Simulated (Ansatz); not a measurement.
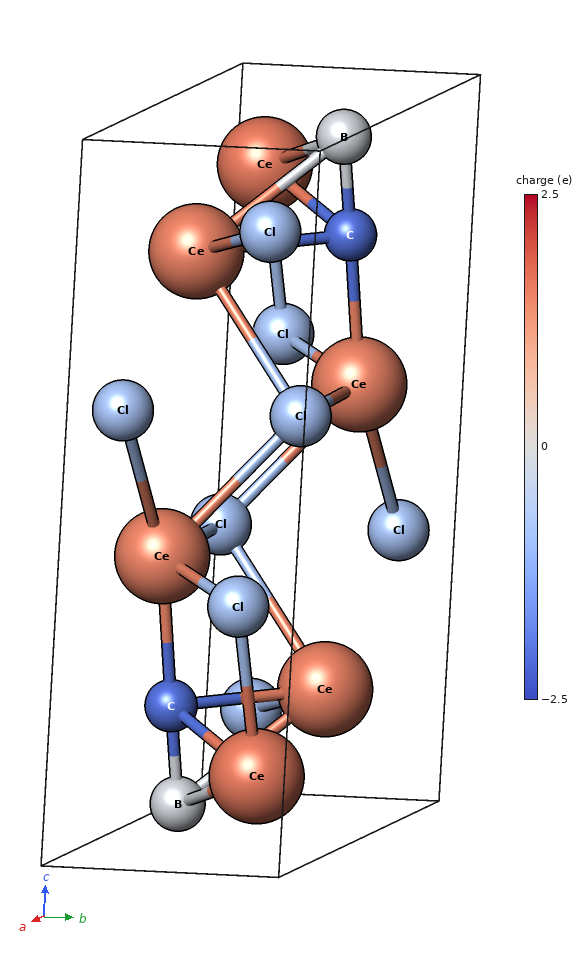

The image is a ball-and-stick drawing of a crystal, viewed slightly off an axis. The wireframe shows the simulation cell. The atoms of this Ce₃BCCl₃ cell are coloured by their Bader charge.

Method used: DFT, PAW plane waves, PBE (Ansatz 0.2.0). It ran with wavefunction cutoff 420 eV, k-points on a 3×5×2 grid, cold smearing of 0.22 eV, no spin polarisation (a spin-restricted run, not always the ground state).

Question: Who donates electrons here and who accepts them?

Answer: Most positive: Ce; most negative: C. Charges: about Ce +1.5 to +1.6 e; B -0.1 e; C -2.0 e; Cl -0.8 e.

Provenance: a generated cell, made by putting these elements into a known structure type (the compound may or may not exist in this form); not relaxed. Ansatz was used for an electronic-structure calculation on it.

At this level of theory the cell isn't at rest (stretched, at -7 GPa and forces up to 1.1 eV/Å), so its distances can differ from those at equilibrium, the more so the softer the solid.
